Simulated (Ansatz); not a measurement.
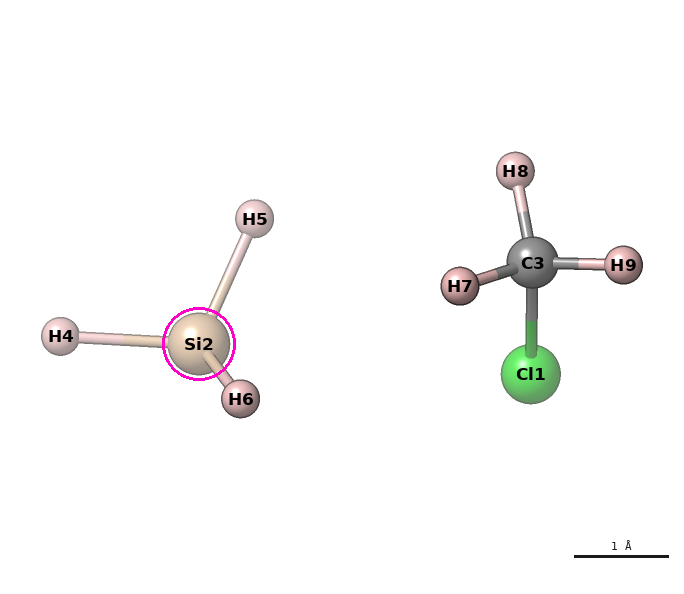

Orthographic view. Distant atoms are faded towards the background colour. The species is neutral and a spin doublet. Computed geometry: PBE0-D4/def2-TZVP optimisation.

Q: Which atoms are bonded to the circled atom?

A: The circled atom is Si2; it is bonded to H4, H5, H6.

Q: Which two atoms are farthest apart in space?

A: H4 and H9, 6.36 Å.

Q: Of Si2 and H6, which is nearer the viewer?

A: H6; the bond to Si2 points away from the viewer, so it looks shorter than its 1.49 Å.
